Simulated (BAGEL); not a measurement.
**B3LYP/6-31G(d) (density fitting with qzvpp-jkfit, spherical functions) run of BN2H5S (SMILES NB(N)S)**

What is the energy change on altering one bond length of BN2H5S at B3LYP/6-31G* (density fitting with qzvpp-jkfit, spherical functions)? 

The calculation is run with BAGEL 1.2.2.

1 further run of the same task is left out (set aside as unsound or not needed).

### 1 The molecule

BN2H5S has 9 atoms, charge 0, and is taken as a singlet. As SMILES, `NB(N)S`. The shape is that of a PBE0-D4/def2-TZVP optimisation.

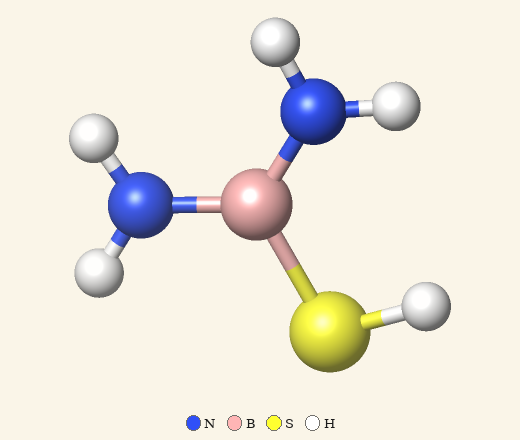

Viewed from a chosen angle; nitrogen blue, boron pink, sulfur yellow, hydrogen white.

### 2 A single-point energy at B3LYP/6-31G(d) (density fitting with qzvpp-jkfit, spherical functions)

The input, input.json:

```json
{ "bagel": [

{
  "title": "molecule",
  "basis": "6-31gs.json",
  "df_basis": "qzvpp-jkfit",
  "angstrom": true,
  "geometry": [
    { "atom": "N", "xyz": [    0.043100,    1.056300,   -0.636400 ] },
    { "atom": "B", "xyz": [   -0.027600,   -0.118300,    0.142200 ] },
    { "atom": "N", "xyz": [    0.800700,   -1.234400,   -0.099000 ] },
    { "atom": "S", "xyz": [   -1.208800,   -0.262900,    1.551400 ] },
    { "atom": "H", "xyz": [    0.653400,    1.149100,   -1.428800 ] },
    { "atom": "H", "xyz": [   -0.454000,    1.896300,   -0.409300 ] },
    { "atom": "H", "xyz": [    0.697300,   -2.103500,    0.390600 ] },
    { "atom": "H", "xyz": [    1.543400,   -1.234200,   -0.774400 ] },
    { "atom": "H", "xyz": [   -1.958900,    0.805200,    1.246300 ] }
  ]
},
{ "title": "ks", "xc_func": "b3lyp" },
{ "title": "print", "file": "orbitals.molden", "orbitals": true }

]}
```

The basis set 6-31G* is read from a file made from the Basis Set Exchange's data (not shown).

The run is started by

```sh
$ BAGEL_NUM_THREADS=1 BAGEL input.json > input.out
```

The log of the run:

```text
* using 1 threads per process

  ===============================================================
  ===============================================================

  *** Geometry ***

  { "atom" : "N", "xyz" : [      0.081447,      1.996118,     -1.202622 ] },
  { "atom" : "B", "xyz" : [     -0.052156,     -0.223555,      0.268719 ] },
  { "atom" : "N", "xyz" : [      1.513104,     -2.332678,     -0.187083 ] },
  { "atom" : "S", "xyz" : [     -2.284301,     -0.496809,      2.931721 ] },
  { "atom" : "H", "xyz" : [      1.234747,      2.171484,     -2.700041 ] },
  { "atom" : "H", "xyz" : [     -0.857936,      3.583488,     -0.773465 ] },
  { "atom" : "H", "xyz" : [      1.317706,     -3.975039,      0.738127 ] },
  { "atom" : "H", "xyz" : [      2.916603,     -2.332300,     -1.463404 ] },
  { "atom" : "H", "xyz" : [     -3.701785,      1.521607,      2.355166 ] },

  Number of auxiliary basis functions:      447

  Since a DF basis is specified, we compute 2- and 3-index integrals:
    o Being stored without compression. Storage requirement is 0.018 GB

  Number of basis functions:       70
  Number of electrons      :       40

    * METHOD: MOLECULE                             0.20

  *** Kohn-Sham DFT ***

    * Removing 16573 points whose weight is below 1.00e-10
    * Grid points: 117581

  === Nuclear Repulsion ===
   148.3546575523

       - DIIS with orbital gradients will be used.

  === KS iteration (b3lyp / 6-31gs.json) ===
      0       -505.33562277          0.13300685           0.35
      1       -512.66399366          0.15480431           0.33
      2       -465.25340971          0.17664349           0.32
      3       -516.07707556          0.17289936           0.33
      4       -535.38619603          0.02353759           0.33
      5       -535.58035569          0.01335581           0.33
      6       -535.64600361          0.00391408           0.33
      7       -535.65208872          0.00190764           0.33
      8       -535.65308582          0.00054176           0.33
      9       -535.65324939          0.00025227           0.33
     10       -535.65327232          0.00005679           0.33
     11       -535.65327338          0.00003143           0.33
     12       -535.65327370          0.00000244           0.34
     13       -535.65327370          0.00000119           0.33
     14       -535.65327370          0.00000050           0.33
     15       -535.65327370          0.00000005           0.33
     16       -535.65327370          0.00000002           0.33
     17       -535.65327370          0.00000001           0.33
    * SCF iteration converged.

    * Permanent dipole moment:
           (   -0.564052,    -0.351910,     0.896310) a.u.

    * METHOD: KS                                   6.60

    * METHOD: PRINT                                0.01

  ===============================================================
```

Run time: 7.2 s. Hardware: 1 thread of Arm Neoverse V1, shared host; peak memory 0.4 GiB.

### 3 The distorted shape

The input, input.json:

```json
{ "bagel": [

{
  "title": "molecule",
  "basis": "6-31gs.json",
  "df_basis": "qzvpp-jkfit",
  "angstrom": "true",
  "geometry": [
    { "atom": "N", "xyz": [       0.078451,       1.643609,      -1.025706 ] },
    { "atom": "B", "xyz": [      -0.027600,      -0.118300,       0.142200 ] },
    { "atom": "N", "xyz": [       0.800700,      -1.234400,      -0.099000 ] },
    { "atom": "S", "xyz": [      -1.208800,      -0.262900,       1.551400 ] },
    { "atom": "H", "xyz": [       0.688751,       1.736409,      -1.818106 ] },
    { "atom": "H", "xyz": [      -0.418649,       2.483609,      -0.798606 ] },
    { "atom": "H", "xyz": [       0.697300,      -2.103500,       0.390600 ] },
    { "atom": "H", "xyz": [       1.543400,      -1.234200,      -0.774400 ] },
    { "atom": "H", "xyz": [      -1.958900,       0.805200,       1.246300 ] }
  ]
},

{
  "title": "ks",
  "xc_func": "b3lyp"
},

{
  "title": "print",
  "file": "orbitals.molden",
  "orbitals": "true"
}

]}
```

The basis set 6-31G* is read from a file made from the Basis Set Exchange's data (not shown).

The run is started by

```sh
$ BAGEL_NUM_THREADS=1 BAGEL input.json > input.out
```

The log of the run:

```text
* using 1 threads per process

  ===============================================================
  ===============================================================

  *** Geometry ***

  { "atom" : "N", "xyz" : [      0.148251,      3.105971,     -1.938303 ] },
  { "atom" : "B", "xyz" : [     -0.052156,     -0.223555,      0.268719 ] },
  { "atom" : "N", "xyz" : [      1.513104,     -2.332678,     -0.187083 ] },
  { "atom" : "S", "xyz" : [     -2.284301,     -0.496809,      2.931721 ] },
  { "atom" : "H", "xyz" : [      1.301551,      3.281337,     -3.435722 ] },
  { "atom" : "H", "xyz" : [     -0.791132,      4.693341,     -1.509147 ] },
  { "atom" : "H", "xyz" : [      1.317706,     -3.975039,      0.738127 ] },
  { "atom" : "H", "xyz" : [      2.916603,     -2.332300,     -1.463404 ] },
  { "atom" : "H", "xyz" : [     -3.701785,      1.521607,      2.355166 ] },

  Number of auxiliary basis functions:      447

  Since a DF basis is specified, we compute 2- and 3-index integrals:
    o Being stored without compression. Storage requirement is 0.018 GB

  Number of basis functions:       70
  Number of electrons      :       40

    * METHOD: MOLECULE                             0.20

  *** Kohn-Sham DFT ***

    * Removing 15378 points whose weight is below 1.00e-10
    * Grid points: 118776

  === Nuclear Repulsion ===
   135.6088003375

       - DIIS with orbital gradients will be used.

  === KS iteration (b3lyp / 6-31gs.json) ===
      0       -474.04418532          0.11046555           0.35
      1       -302.33334193          0.18196145           0.33
      2       -411.10363294          0.14715069           0.33
      3       -478.71926133          0.25687776           0.33
      4       -529.28252618          0.11054950           0.33
      5       -533.17370391          0.05665397           0.33
      6       -533.78400852          0.06049636           0.34
      7       -535.02425439          0.03135889           0.33
      8       -535.37105527          0.02122293           0.33
      9       -535.50139954          0.00849862           0.34
     10       -535.52500132          0.00392744           0.33
     11       -535.53223596          0.00085256           0.34
     12       -535.53257924          0.00027428           0.34
     13       -535.53262248          0.00004262           0.34
     14       -535.53262330          0.00001215           0.33
     15       -535.53262333          0.00000781           0.34
     16       -535.53262335          0.00000082           0.34
     17       -535.53262335          0.00000054           0.33
     18       -535.53262335          0.00000032           0.34
     19       -535.53262335          0.00000005           0.32
     20       -535.53262335          0.00000002           0.33
     21       -535.53262335          0.00000001           0.33
     22       -535.53262335          0.00000000           0.33
    * SCF iteration converged.

    * Permanent dipole moment:
           (   -0.427705,     0.549064,     0.219816) a.u.

    * METHOD: KS                                   8.33

    * METHOD: PRINT                                0.01

  ===============================================================
```

Wall time 8.7 s (1 thread of Arm Neoverse V1, shared host); peak memory 0.4 GiB.

### 4 What came out

At B3LYP/6-31G* (density fitting with qzvpp-jkfit, spherical functions):

```
                                                         quantity          value
                                        first shape: total energy  -535.65327 Eh
                                       first shape: dipole moment         2.84 D
                                         first shape: HOMO energy       -6.30 eV
                                         first shape: LUMO energy        1.11 eV
                                       first shape: HOMO–LUMO gap        7.41 eV
                                    distorted shape: total energy  -535.53262 Eh
                                   distorted shape: dipole moment         1.86 D
                                     distorted shape: HOMO energy       -5.00 eV
                                     distorted shape: LUMO energy       -0.07 eV
                                   distorted shape: HOMO–LUMO gap        4.93 eV
energy change with the N1–B2 bond stretched from 1.411 to 2.117 Å       3.283 eV
```

**Reading.** With the N1–B2 bond stretched from 1.411 to 2.117 Å the energy rises by 3.28 eV (76 kcal/mol). The first shape isn't relaxed at this level, so the change isn't measured from a minimum.
